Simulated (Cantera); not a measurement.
Input: 1 mol C3H8, 0.3 mol NH3, equilibrated at 10.0 Torr.

Cantera equilibrium calculation (NASA polynomials, part measured and part estimated; ideal gas, pure solids and liquids). Candidate condensed phases: C, C6H6, C7H8, C8H18; 92 gas species. Rates play no part.

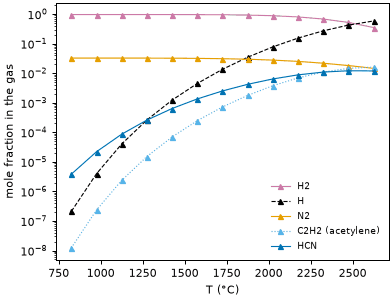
Fig. 1. Equilibrium gas composition (values under 1e-9 drawn at 1e-9)

Problem. Read off the mole fractions at 825 °C.

Solution. H2 about 0.97, N2 about 0.033, HCN about 3.8e-6, H about 2.1e-7, C2H2 (acetylene) about 1.2e-8.
